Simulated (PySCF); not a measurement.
```tsv
atom	x (Å)	y (Å)	z (Å)
Pt	0.0000	0.0000	-0.1297
O	0.0000	0.0000	1.5803
```

Theory: PBE0/x2c-TZVPPall, spin-free X2C-1e, Gaussian nucleus, at a bond length of 1.710 Å in PySCF 2.14.0.

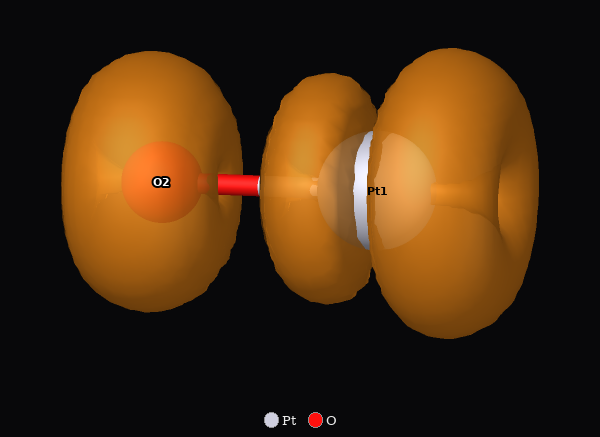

PtO (triplet). Isosurfaces of the spin density (α minus β) at +0.05 (orange) and −0.05 e/Å³ (purple), seen from one side.

**Which atoms carry the spin?**

The unpaired spin (2 electrons) lies mostly on Pt1 (about 1.1) and O2 (about 0.9), in electrons by Hirshfeld's partition.
